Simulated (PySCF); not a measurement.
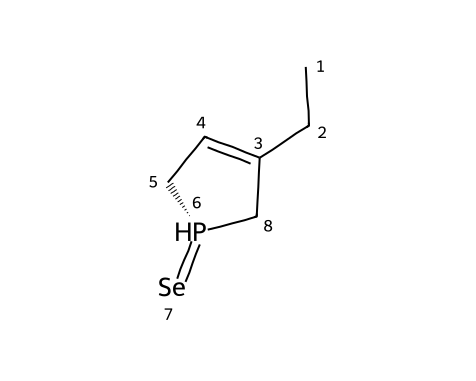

A structural formula, with wedges where it has stereocentres; small numbers name the atoms. The configuration is that of a computed structure (PBE0-D3(BJ)/def2-SVP).

### Give the R/S and E/Z labels.

P6: R.

### Give a SMILES with the stereochemistry.

CCC1=CC[P@@H](=[Se])C1
